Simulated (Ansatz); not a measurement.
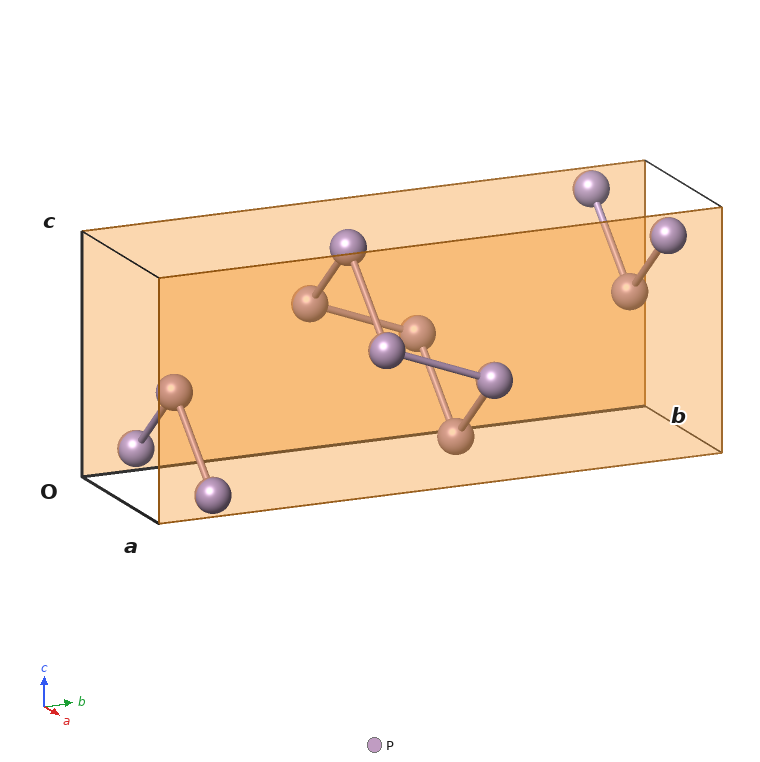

Every member of one family of equally spaced planes, hx + ky + lz = a whole number, that cuts the unit cell is shaded (one member passes through the origin O). Crystal: P, the input geometry of an electronic-structure calculation (not necessarily at equilibrium). All values are computed from the atomic coordinates in the standard setting (tolerance 0.002 Å).

a = 3.308 Å, b = 10.997 Å, c = 4.547 Å, α = 90.00°, β = 90.00°, γ = 90.00°.

Index the planes.

Answer. (1 0 0); the opposite sign names the same planes. The member next to the origin meets the axes a at 1, b never, c never.

What is the spacing?

Answer. d = 3.308 Å.

Which atoms of the cell lie in these planes (within 0.03 Å)?

Answer. 4 of the 8 P.

The space group is Cmce, No. 64. How many reflections hkl are equivalent to this one (itself included), and does it occur?

Answer. 2 reflections are equivalent in the Laue class mmm. The reflection is systematically absent, by the centring.
